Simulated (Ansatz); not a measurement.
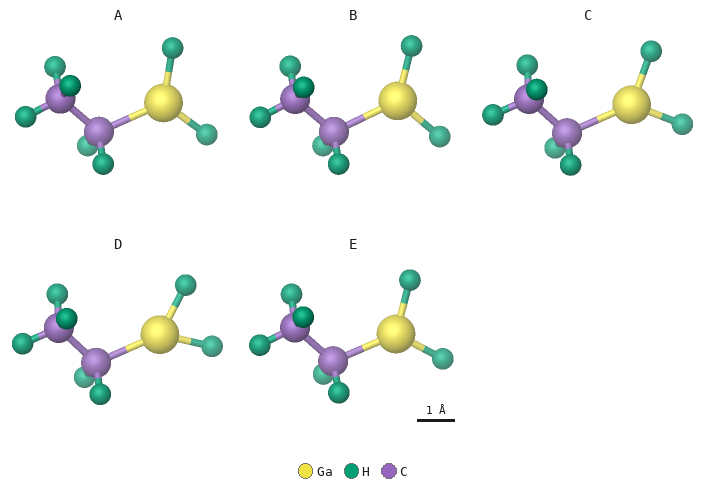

5 geometries from one relaxation of C₂H₇Ga, in shuffled order. The picture is a ball-and-stick view, seen at a tilt.

The run prepares an end point of a later path (reaction) calculation, from a guessed geometry.

Method: RKS PBE0-D4/def2-mTZVP in Ansatz 0.2.0. Set-up: no spin polarisation; force threshold 0.03 eV/Å; at most 50 steps.

### Put them in the order of the run, from the start to the converged end.

D, C, E, B, A. They are steps 0, 1, 2, 3, 7, at +0.890 eV, +0.312 eV, +0.146 eV, +0.037 eV relative to the last. The largest move after the best rigid fit is that of an H atom, 0.50 Å. Largest moves by element: H 0.50 Å, Ga 0.12 Å, C 0.10 Å. Some distances before and after: Ga–H 1.555 → 1.580 Å, C–Ga 1.956 → 1.978 Å. Bond angles that change, for instance: H–Ga–H 76.9° → 118.9°, H–Ga–C 143.3° → 120.3°, H–Ga–C 139.8° → 120.7°. Over 7 geometry steps the energy falls by 0.890 eV. The largest force component goes from 1.8 to 0.0047 eV/Å.
